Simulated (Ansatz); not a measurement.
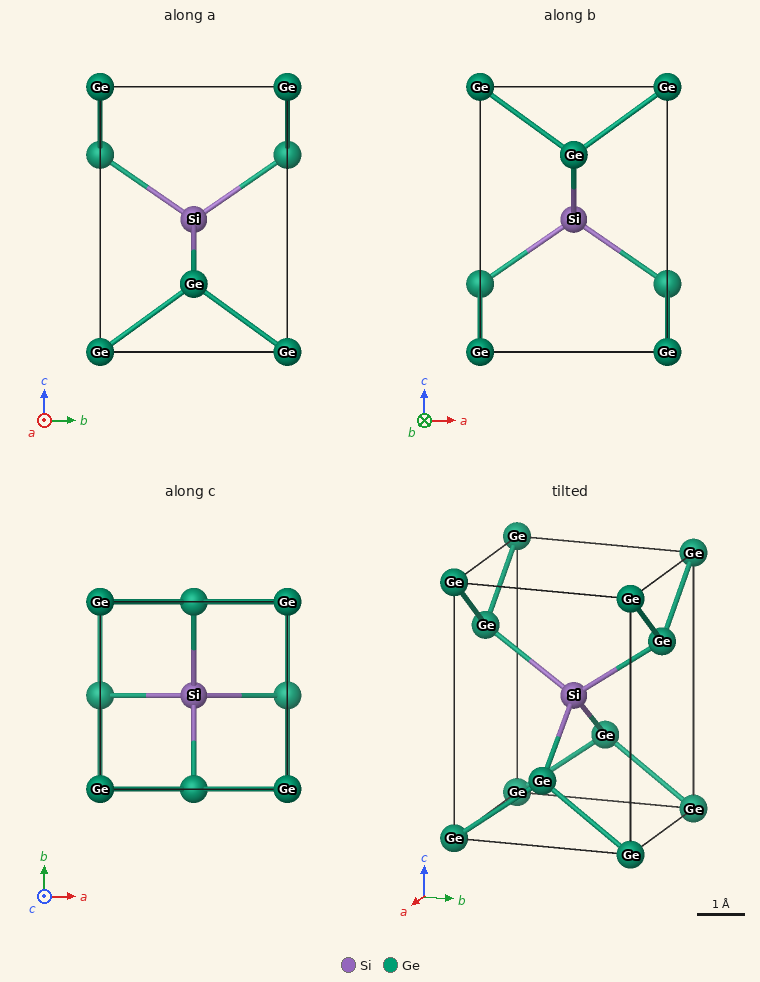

View along the a axis, along the b axis, along the c axis and slightly off an axis, drawn as a ball-and-stick model. The conventional unit cell is outlined; an atom on or near a face, edge or corner is repeated at each equivalent position.

Lattice parameters: a = 4.013 Å, b = 4.013 Å, c = 5.680 Å, α = 90.00°, β = 90.00°, γ = 90.00°. Put a along x and b in the xy plane.

Transcribe the picture into a POSCAR file, with free fractional coordinates to two decimals.

```
Si Ge
1.0
     4.013    0.000    0.000
     0.000    4.013    0.000
     0.000    0.000    5.680
Si Ge
1 3
Direct
  0.50 0.50 0.50
  0.00 0.00 0.00
  0.50 0.00 0.74
  0.00 0.50 0.26
```

It derives from a structure type filled with these elements by a generator (whether the compound takes this form wasn't checked). What is shown is the relaxed result from DFT PBE, scalar-relativistic, plane waves, PAW in Ansatz 0.2.0.
